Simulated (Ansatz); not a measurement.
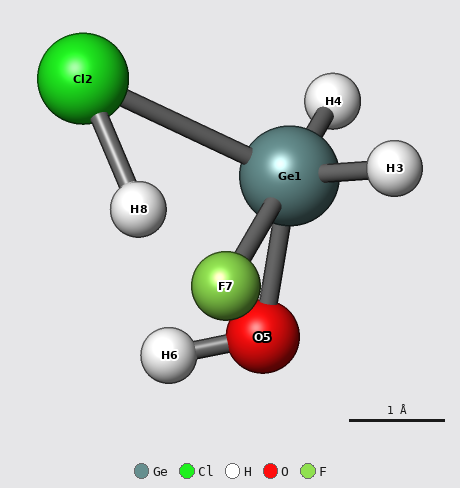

*The starting structure (ball-and-stick view, seen at a tilt; atoms are numbered from 1 in the order of the input). Sticks mark near contacts.*

**Run report: GeH4ClOF, geometry relaxation**

The run: geometry relaxation of GeH4ClOF. Method and program: RKS PBE/def2-SVP (Ansatz 0.2.0).

The input holds or restrains some coordinates. It belongs to a series of runs on one base structure; here: pulled along the bonds that form and break, towards end A. Figures and captions count atoms from 1; the log counts them from 0 in places.

Output:
```
The last accepted step is kept in [file] (removed where the run ends without a failure and the disk answers)
Engine: ansatz 0.2.0, x86_64-unknown-linux-gnu
Functional definition: PBE
  parameter kappa = 0.804
  parameter beta = 0.06672455060314922
  exchange = pbe_x(kappa = kappa, mu = beta*pi^2/3)
  correlation = pbe_c(beta = beta)
1069 factors; their error is unknown
mean field evaluation 1: about -73827.7138 eV, gradient 6.8e1 eV
mean field evaluation 2: about -73712.2694 eV, gradient 2.1e2 eV
mean field evaluation 4: about -73835.0096 eV, gradient 1.6e1 eV
mean field evaluation 8: about -73835.5005 eV, gradient 1.6e-1 eV
mean field evaluation 16: about -73835.4381 eV, gradient 2.9e-4 eV
mean field -73835.43805560 eV, -2713.4023010860 hartree, gradient 4.7e-5 eV, S^2 0.000000; 0 other end points of the search recorded, 0 dependent functions left out
the calculation of the forces begins
reference -73835.43808674 eV, -2713.4023022303 hartree; 35, 35 occupied and 63, 63 virtual orbitals, 1069 factors
relax step   1: F+E_penalty+E_count = -73835.43805560 eV  Δ(F+E_penalty+E_count) = +0.000e0 eV  max|allowed force component| = 5.672e0 eV/Å  E_restraint = 28.86173965 eV  max|allowed force component, restraints' pulls added| = 2.655e1 eV/Å  Δτ_max = 0.0000 Å  (27 SCF iters, accepted)
  distance Ge 0 - F 6 = 1.9800 Å
  distance H 7 - Cl 1 = 1.6231 Å
  distance Ge 0 - Cl 1 = 2.5700 Å
  distance H 7 - F 6 = 1.2283 Å
these checks for a lower state are left out or cut short: starts, cluster_reference, orbital_swaps, neighbouring_geometries, increment
1069 factors; their error is unknown
mean field -73836.55592733 eV, -2713.4433821142 hartree, gradient 8.1e-6 eV, S^2 0.000000; 0 other end points of the search recorded, 0 dependent functions left out
[... from here on the field's lines of each further geometry are left out, up to the last ...]
relax step   2: F+E_penalty+E_count = -73836.55592733 eV  Δ(F+E_penalty+E_count) = -1.118e0 eV  max|allowed force component| = 4.090e0 eV/Å  E_restraint = 13.35482569 eV  max|allowed force component, restraints' pulls added| = 1.826e1 eV/Å  Δτ_max = 0.1948 Å  (34 SCF iters, accepted)
relax step   3: F+E_penalty+E_count = -73836.90203195 eV  Δ(F+E_penalty+E_count) = -3.461e-1 eV  max|allowed force component| = 3.756e0 eV/Å  E_restraint = 4.06624624 eV  max|allowed force component, restraints' pulls added| = 1.106e1 eV/Å  Δτ_max = 0.1946 Å  (32 SCF iters, accepted)
relax step   4: F+E_penalty+E_count = -73837.37234312 eV  Δ(F+E_penalty+E_count) = -4.703e-1 eV  max|allowed force component| = 2.954e0 eV/Å  E_restraint = 0.47805152 eV  max|allowed force component, restraints' pulls added| = 5.118e0 eV/Å  Δτ_max = 0.1942 Å  (29 SCF iters, accepted)
relax step   5: F+E_penalty+E_count = -73837.91989186 eV  Δ(F+E_penalty+E_count) = -5.475e-1 eV  max|allowed force component| = 8.807e-1 eV/Å  E_restraint = 0.00261923 eV  max|allowed force component, restraints' pulls added| = 1.071e0 eV/Å  Δτ_max = 0.1943 Å  (31 SCF iters, accepted)
relax step   6: F+E_penalty+E_count = -73838.04717328 eV  Δ(F+E_penalty+E_count) = -1.273e-1 eV  max|allowed force component| = 7.115e-1 eV/Å  E_restraint = 0.00407426 eV  max|allowed force component, restraints' pulls added| = 7.115e-1 eV/Å  Δτ_max = 0.1959 Å  (30 SCF iters, accepted)
relax step   7: F+E_penalty+E_count = -73838.08795529 eV  Δ(F+E_penalty+E_count) = -4.078e-2 eV  max|allowed force component| = 1.569e0 eV/Å  E_restraint = 0.00941913 eV  max|allowed force component, restraints' pulls added| = 1.569e0 eV/Å  Δτ_max = 0.1949 Å  (29 SCF iters, accepted)
relax step   8: F+E_penalty+E_count = -73838.19543102 eV  Δ(F+E_penalty+E_count) = -1.075e-1 eV  max|allowed force component| = 4.337e-1 eV/Å  E_restraint = 0.00492135 eV  max|allowed force component, restraints' pulls added| = 3.251e-1 eV/Å  Δτ_max = 0.1998 Å  (30 SCF iters, accepted)
relax step   9: F+E_penalty+E_count = -73838.21441138 eV  Δ(F+E_penalty+E_count) = -1.898e-2 eV  max|allowed force component| = 3.824e-1 eV/Å  E_restraint = 0.00655454 eV  max|allowed force component, restraints' pulls added| = 1.806e-1 eV/Å  Δτ_max = 0.0944 Å  (25 SCF iters, accepted)
relax step  10: F+E_penalty+E_count = -73838.21840381 eV  Δ(F+E_penalty+E_count) = -3.992e-3 eV  max|allowed force component| = 3.860e-1 eV/Å  E_restraint = 0.00606795 eV  max|allowed force component, restraints' pulls added| = 1.516e-1 eV/Å  Δτ_max = 0.0548 Å  (23 SCF iters, accepted)
the calculation of the forces begins
reference -73838.22059933 eV, -2713.5045576820 hartree; 35, 35 occupied and 63, 63 virtual orbitals, 1069 factors
relax step  11: F+E_penalty+E_count = -73838.22056767 eV  Δ(F+E_penalty+E_count) = -2.164e-3 eV  max|allowed force component| = 4.583e-1 eV/Å  E_restraint = 0.00513372 eV  max|allowed force component, restraints' pulls added| = 1.240e-1 eV/Å  Δτ_max = 0.0417 Å  (25 SCF iters, accepted)
  distance Ge 0 - F 6 = 2.8913 Å
  distance H 7 - Cl 1 = 2.5656 Å
  distance Ge 0 - Cl 1 = 2.2196 Å
  distance H 7 - F 6 = 0.9340 Å
1069 factors; their error is unknown
mean field evaluation 96: about -73838.2206 eV, gradient 2.3e-3 eV
```

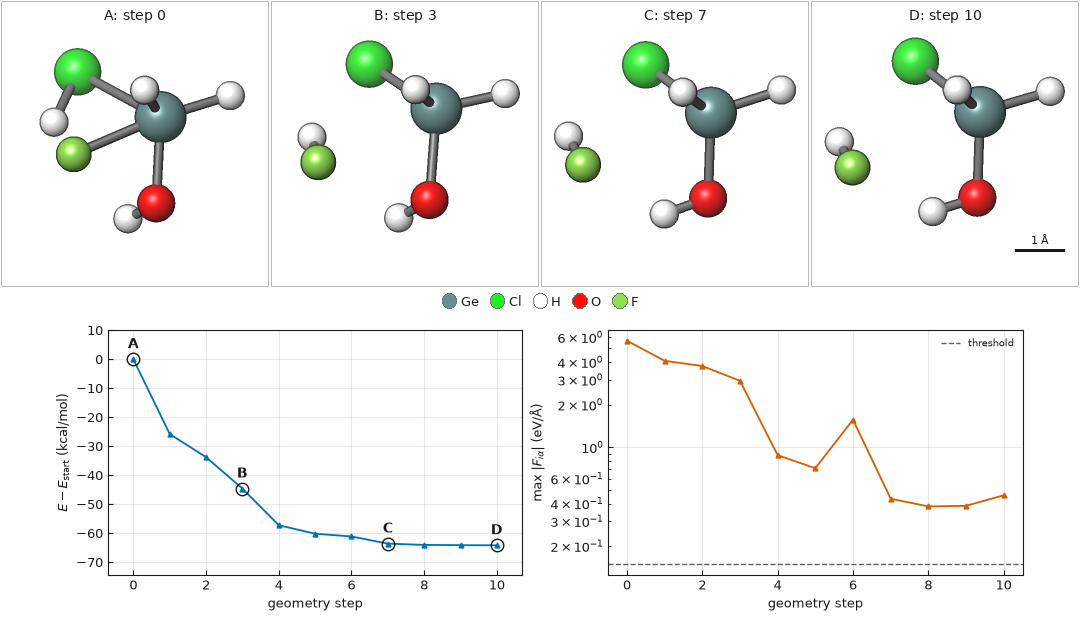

*Frames of the restrained relaxation (ball-and-stick view, seen at a tilt) above the curves, on which the letters mark them (the first geometry is step 0 here and step 1 in the log).*

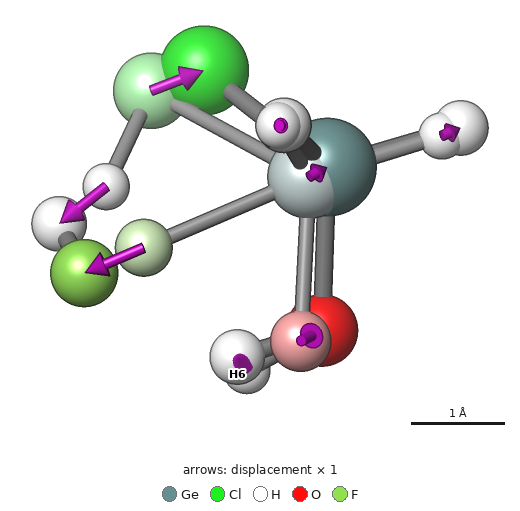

*Start (faint) and end (solid) with the displacements as pink arrows, at true length (ball-and-stick view, seen at a tilt). The two geometries are laid on each other by the best rigid fit.*

F7 moves most after the best rigid fit: 0.70 Å. Largest moves by element: F 0.70 Å, H 0.67 Å, Cl 0.62 Å, O 0.50 Å, Ge 0.25 Å. Among the contacts that change: Cl2–H8 1.623 → 2.566 Å, Ge1–F7 1.980 → 2.891 Å, Ge1–Cl2 2.570 → 2.220 Å, F7–H8 1.228 → 0.934 Å. New bonds form: F7–H8 (1.23 → 0.93 Å). Bonds break: Ge1–F7 (1.98 → 2.89 Å). Among the angles that change: H3–Ge1–H4 109.5° → 115.4°, H3–Ge1–O5 109.5° → 115.0°, H4–Ge1–O5 109.5° → 105.1°. The energy falls by 64.2 kcal/mol in 10 geometry steps. Largest force component: 5.7 eV/Å at the start, 0.46 eV/Å at the end. (Atoms are counted from 1 in the order of the input.)

```
mean field -73838.22056767 eV, -2713.5045565185 hartree, gradient 6.3e-5 eV, S^2 0.000000; 1 other end points of the search recorded, 0 dependent functions left out
the calculation of the forces begins
reference -73838.22059933 eV, -2713.5045576820 hartree; 35, 35 occupied and 63, 63 virtual orbitals, 1069 factors
Total energy: -73838.22059933 eV, -2713.5045576820 hartree
Atom 0 at    -0.145014     0.224060     0.003120 Å, force    -0.166046     0.296366    -0.094434 eV/Å
Atom 1 at    -0.067906     0.462242     2.208552 Å, force     0.075106    -0.207004    -0.011512 eV/Å
Atom 2 at     1.322755     0.094993    -0.459311 Å, force     0.020818    -0.009474    -0.019254 eV/Å
Atom 3 at    -0.895566     1.469943    -0.516754 Å, force     0.016343    -0.022477    -0.001235 eV/Å
Atom 4 at    -1.190847    -1.154513    -0.416002 Å, force     0.089668    -0.075933     0.061071 eV/Å
Atom 5 at    -0.728103    -1.957754    -0.089185 Å, force    -0.051669     0.060365    -0.058617 eV/Å
Atom 6 at     0.871273    -2.305488     0.966437 Å, force     0.164295    -0.451921    -0.334320 eV/Å
Atom 7 at     0.730809    -1.944083     1.816142 Å, force    -0.148516     0.410078     0.458301 eV/Å
Dipole moment:     0.248831    -0.067810     0.043276 e Å
```

Trajectory as extended XYZ (Å, eV, eV/Å), 11 frames, from step=1 to step=11:
```
8
Properties=species:S:1:pos:R:3:forces:R:3 step=1 energy=-73835.43806
Ge    0.0000    0.0000    0.0000    0.6535  -0.1240  -0.7871
Cl    0.0000    0.0000    2.5700   -0.0325  -0.0081  -1.0529
H     1.4616    0.0000   -0.5162    0.0336   0.6945  -0.0776
H    -0.7300    1.2648   -0.5162   -0.4176   0.3681   0.5637
O    -0.8337   -1.4443   -0.5894   -4.7166   0.2323  -1.4940
H    -1.2883   -1.9100    0.1830    0.8105   0.6006  -1.3743
F     0.7368   -1.7285    0.6243    3.1946  -1.1129   5.6722
H     0.5510   -1.2926    1.7575    0.4746  -0.6505  -1.4500
8
Properties=species:S:1:pos:R:3:forces:R:3 step=2 energy=-73836.55593
Ge   -0.0463    0.0914    0.0336    1.2286  -1.9652  -0.0619
Cl   -0.0620    0.1444    2.5444   -0.0111  -0.1059  -1.7972
H     1.4525    0.0106   -0.5130   -0.6296   0.4995   0.4178
H    -0.7421    1.2822   -0.5136   -0.8816   1.2107   0.0155
O    -0.8609   -1.4152   -0.5918   -2.1801   1.0589   0.0678
H    -1.2822   -1.9060    0.1715    0.5923   0.4621  -0.9686
F     0.8207   -1.8757    0.7203    1.2175  -0.0743   4.0897
H     0.6176   -1.4423    1.6615    0.6640  -1.0860  -1.7632
8
Properties=species:S:1:pos:R:3:forces:R:3 step=3 energy=-73836.90203
Ge   -0.0933    0.1938    0.0757    1.9192  -3.7560   0.2801
Cl   -0.1223    0.2797    2.4861   -0.0062  -0.1226  -1.8576
H     1.4357    0.0157   -0.5004   -1.0800   0.5543   0.7263
H    -0.7610    1.3114   -0.5206   -1.3825   2.0852  -0.5764
O    -0.8671   -1.3880   -0.5781   -0.9808   1.7250   0.5970
H    -1.2762   -1.9008    0.1644    0.4076   0.3424  -0.5564
F     0.8890   -2.0164    0.7980    1.3908  -1.6015  -0.6469
H     0.6925   -1.6061    1.5879   -0.2680   0.7733   2.0340
8
Properties=species:S:1:pos:R:3:forces:R:3 step=4 energy=-73837.37234
Ge   -0.1039    0.2381    0.1069    1.1092  -2.9541  -0.5589
Cl   -0.1772    0.3984    2.3844    0.0769  -0.2518  -1.1144
H     1.3987    0.0372   -0.4700   -0.8166   0.4845   0.7057
H    -0.7982    1.3673   -0.5296   -0.8442   1.2934  -0.2975
O    -0.8876   -1.3355   -0.5606   -0.3775   1.6022   0.7488
H    -1.2657   -1.8903    0.1589    0.3063   0.2386  -0.2881
F     0.9756   -2.1862    0.8350    1.0059  -1.4770  -1.2984
H     0.7558   -1.7396    1.5881   -0.4599   1.0643   2.1027
8
Properties=species:S:1:pos:R:3:forces:R:3 step=5 energy=-73837.91989
Ge   -0.0939    0.2157    0.0201   -0.3927  -0.8807  -0.4705
Cl   -0.1926    0.4228    2.2233    0.0885  -0.3038  -0.1380
H     1.3922    0.1101   -0.4001   -0.0438   0.0906   0.0914
H    -0.8473    1.4414   -0.5168   -0.0590   0.1691  -0.0819
O    -1.0120   -1.2532   -0.5711   -0.1233   0.4949   0.8464
H    -1.2264   -1.8737    0.1734    0.4369   0.4617  -0.6043
F     1.0464   -2.2895    0.8904    0.2382  -0.4857  -0.4590
H     0.8312   -1.8842    1.6937   -0.1448   0.4540   0.8159
8
Properties=species:S:1:pos:R:3:forces:R:3 step=6 energy=-73838.04717
Ge   -0.1305    0.1989   -0.0303    0.0355   0.4543  -0.2024
Cl   -0.1672    0.3507    2.1828   -0.0092  -0.2065  -0.0589
H     1.3713    0.1312   -0.3832    0.0082  -0.0079  -0.0614
H    -0.8844    1.4428   -0.5511    0.0750   0.0841  -0.0136
O    -1.0983   -1.1900   -0.5916   -0.1639   0.3857   0.1242
H    -1.0476   -1.7942    0.1659    0.0941  -0.7115   0.0307
F     0.9317   -2.3088    0.9308    0.0169  -0.3174  -0.1782
H     0.9224   -1.9414    1.7897   -0.0566   0.3191   0.3596
8
Properties=species:S:1:pos:R:3:forces:R:3 step=7 energy=-73838.08795
Ge   -0.1374    0.2071   -0.0373   -0.3430   0.4991  -0.1477
Cl   -0.1787    0.3500    2.1736    0.1122  -0.1397   0.0458
H     1.3550    0.1135   -0.4221    0.0239  -0.0848  -0.0400
H    -0.8583    1.4846   -0.5369    0.0991  -0.0247  -0.0234
O    -1.2073   -1.1308   -0.5472    0.8212  -1.4609   1.5694
H    -0.8977   -1.8889    0.0848   -0.6024   1.2275  -1.4635
F     0.8775   -2.3099    0.9690    0.0398  -0.2751  -0.0417
H     0.9444   -1.9361    1.8290   -0.1508   0.2586   0.1010
8
Properties=species:S:1:pos:R:3:forces:R:3 step=8 energy=-73838.19543
Ge   -0.1758    0.2291    0.0098    0.1480  -0.0813  -0.0520
Cl   -0.1524    0.4217    2.2199    0.0648  -0.0840  -0.0077
H     1.3105   -0.0028   -0.3740   -0.1103   0.1235  -0.0492
H    -0.8251    1.5069   -0.5682   -0.0555  -0.0806   0.0510
O    -1.2370   -1.1392   -0.4120   -0.1697   0.2613  -0.1383
H    -0.8244   -1.9616   -0.0863    0.1802  -0.0619   0.0818
F     0.9290   -2.2745    0.9367    0.0907  -0.4337  -0.2573
H     0.8724   -1.8903    1.7871   -0.1482   0.3569   0.3716
8
Properties=species:S:1:pos:R:3:forces:R:3 step=9 energy=-73838.21441
Ge   -0.1444    0.2192    0.0182   -0.1459   0.2032  -0.1666
Cl   -0.1355    0.4500    2.2287    0.1511  -0.2093  -0.0891
H     1.3287    0.0557   -0.4352   -0.0492   0.0181   0.0629
H    -0.8519    1.4739   -0.5395   -0.0067  -0.0198   0.0316
O    -1.2098   -1.1466   -0.4023    0.0966  -0.0569   0.0644
H    -0.7740   -1.9598   -0.0626   -0.0180   0.0986  -0.0799
F     0.9044   -2.3082    0.9375    0.0999  -0.3724  -0.2056
H     0.7800   -1.8948    1.7683   -0.1278   0.3384   0.3824
8
Properties=species:S:1:pos:R:3:forces:R:3 step=10 energy=-73838.21840
Ge   -0.1397    0.2226    0.0073   -0.2379   0.2464  -0.0660
Cl   -0.1055    0.4611    2.2146    0.1525  -0.1986  -0.0295
H     1.3280    0.0744   -0.4565   -0.0068  -0.0020   0.0161
H    -0.8775    1.4733   -0.5202    0.0251  -0.0296  -0.0061
O    -1.2053   -1.1484   -0.3887    0.1137  -0.0782  -0.0369
H    -0.7359   -1.9630   -0.1018   -0.0564   0.1028  -0.0132
F     0.8735   -2.3120    0.9579    0.1562  -0.3860  -0.1975
H     0.7598   -1.9186    1.8003   -0.1464   0.3452   0.3330
8
Properties=species:S:1:pos:R:3:forces:R:3 step=11 energy=-73838.22057
Ge   -0.1450    0.2241    0.0031   -0.1660   0.2964  -0.0944
Cl   -0.0679    0.4622    2.2086    0.0751  -0.2070  -0.0115
H     1.3228    0.0950   -0.4593    0.0208  -0.0095  -0.0193
H    -0.8956    1.4699   -0.5168    0.0163  -0.0225  -0.0012
O    -1.1908   -1.1545   -0.4160    0.0897  -0.0759   0.0611
H    -0.7281   -1.9578   -0.0892   -0.0517   0.0604  -0.0586
F     0.8713   -2.3055    0.9664    0.1643  -0.4519  -0.3343
H     0.7308   -1.9441    1.8161   -0.1485   0.4101   0.4583
```

This output came from the following input.

Input:
```yaml
crystal:
  periodic: [false, false, false]
  atoms:
    - { symbol: Ge, position_ang: [0.0, 0.0, 0.0] }
    - { symbol: Cl, position_ang: [0.0, 0.0, 2.57] }
    - { symbol: H, position_ang: [1.4616, 0.0, -0.5162] }
    - { symbol: H, position_ang: [-0.73, 1.2648, -0.5162] }
    - { symbol: O, position_ang: [-0.8337, -1.4443, -0.5894] }
    - { symbol: H, position_ang: [-1.2883, -1.91, 0.183] }
    - { symbol: F, position_ang: [0.7368, -1.7285, 0.6243] }
    - { symbol: H, position_ang: [0.551, -1.2926, 1.7575] }
basis:
  gaussian: { orbitals: def2-SVP }
hamiltonian:
  xc: pbe
relax:
  f_tol: 0.15
  max_steps: 25
  restrain:
    - { distance: [0, 6], at: 2.88, k: 30.0 }
    - { distance: [7, 1], at: 2.57, k: 30.0 }
    - { distance: [0, 1], at: 2.22, k: 30.0 }
    - { distance: [7, 6], at: 0.92, k: 30.0 }
```

Run as:
```bash
ansatz run input.yaml --threads 2 --pin off --max-ram 3072MiB --backend cpu --events-out ev --progress --plain --runs-dir out
```

Key numbers:

| quantity | value |
| --- | --- |
| outcome | converged under the restraints of the input |
| total energy | −73838.2206 eV |
| mean-field energy | −73838.2206 eV |
| largest force (length of the vector) at the end, held atoms and coordinates included | 0.633 eV/Å |
| hardware | 2 threads of Intel Xeon (Sapphire Rapids), 192 GiB of memory available, shared host |
| wall time | 20 s (CPU time 38 s) |
| peak memory | 0.16 GiB |
